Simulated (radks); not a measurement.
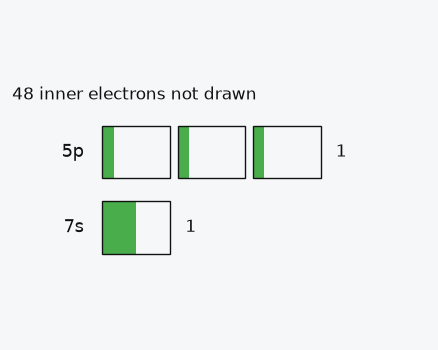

Fig. 1: The outer shells as the input fills them: a box for each of the 2l + 1 orbitals, shaded by the share of the shell that is filled, with the electron count at the right.

**Sn: atomic calculation**

System: Sn, configuration [Kr] 4d10 5s2 5p1 7s1.
Method: scalar-relativistic Kohn-Sham, PBE, spin-polarised, spherical densities, finite nucleus (radks).

**Input**
```
Z 50
configuration [Kr] 4d10 5s2 5p1 7s1
relativity scalar-relativistic
functional pbe,pbe
spin polarised
nucleus finite rms 4.6519 fm
c 137.035999084
```

Energies in input and log are in hartree, lengths in bohr (the nuclear radius in fm).

Hardware: 1 CPU thread, shared host.

**Log**
```
1s      1   1.0000       -1066.39676871
2s      1   1.0000        -161.16659398
2p      1   3.0000        -144.70572805
3s      1   1.0000         -31.26912684
3p      1   3.0000         -25.88924143
3d      1   5.0000         -17.60633969
4s      1   1.0000          -5.12983520
4p      1   3.0000          -3.50485399
4d      1   5.0000          -1.15856352
5s      1   1.0000          -0.58359754
5p      1   1.0000          -0.30827469
7s      1   1.0000          -0.03734051
1s      2   1.0000       -1066.39601392
2s      2   1.0000        -161.16641637
2p      2   3.0000        -144.70522839
3s      2   1.0000         -31.26852534
3p      2   3.0000         -25.88855607
3d      2   5.0000         -17.60573299
4s      2   1.0000          -5.12843000
4p      2   3.0000          -3.50325069
4d      2   5.0000          -1.15425621
5s      2   1.0000          -0.55518855
5p      2   0.0000          -0.41971614
7s      2   0.0000          -0.05837896
Etot -6176.855435194299
Ekin 6448.782945342336
Encl -14926.460454122715
Eh 2465.4350591816938
Exc -164.61298559561288
err 4.819566039745534e-08
it 170
```

**What the run reported**

- outcome: not converged
- total energy: −6176.8554 hartree
- kinetic energy: 6448.7829 hartree
- electron–nucleus energy: −14926.4605 hartree
- Hartree energy: 2465.4351 hartree
- exchange–correlation energy: −164.612986 hartree
- SCF iterations: 170
- wall time: 2.1 s

**Diagnosis**

The run did not meet its convergence test in 170 iterations, so its last values are not results. This is an excited configuration.
